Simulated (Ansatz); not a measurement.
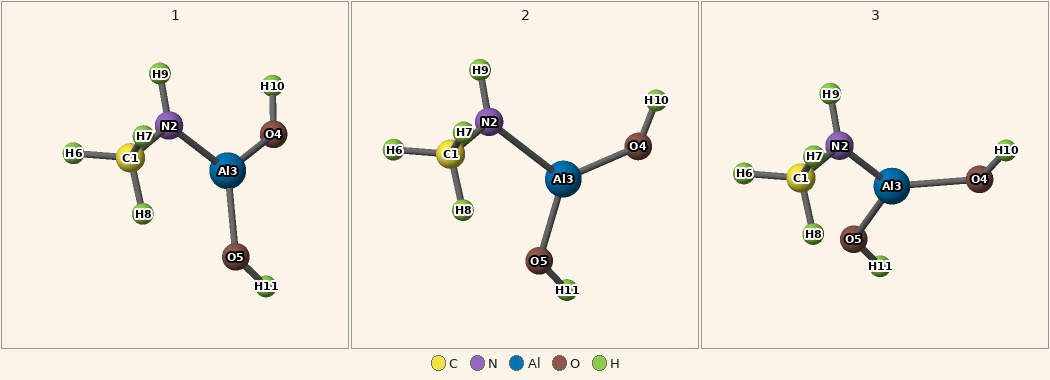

CH₆AlNO₂, SMILES C[NH][Al]([OH])[OH]. First axis: bond length N2–Al3. Second axis: dihedral C1–N2–Al3–O4. Nothing is relaxed (all other coordinates rigid). The grid has 11 × 10 points. Energies are in kJ/mol, from the lowest grid point. Theory: RKS SPW92 (LDA)/def2-TZVP in Ansatz.

The numbered pictures are structures from this grid.

Q: Rank them by energy, lowest first.

A: 1, at bond length N2–Al3 = 1.795 Å, dihedral C1–N2–Al3–O4 = −180°: 0 kJ/mol; 3, at bond length N2–Al3 = 1.605 Å, dihedral C1–N2–Al3–O4 = −108°: 68 kJ/mol; 2, at bond length N2–Al3 = 2.269 Å, dihedral C1–N2–Al3–O4 = −144°: 161 kJ/mol.

The map, with the structures marked:

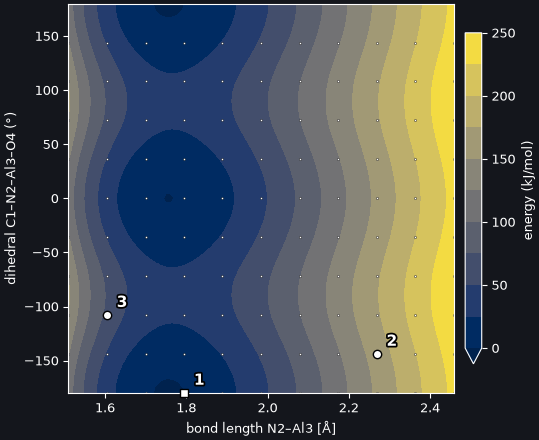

In the figure: filled contours, dots at the grid points. Between grid points the surface is interpolated.
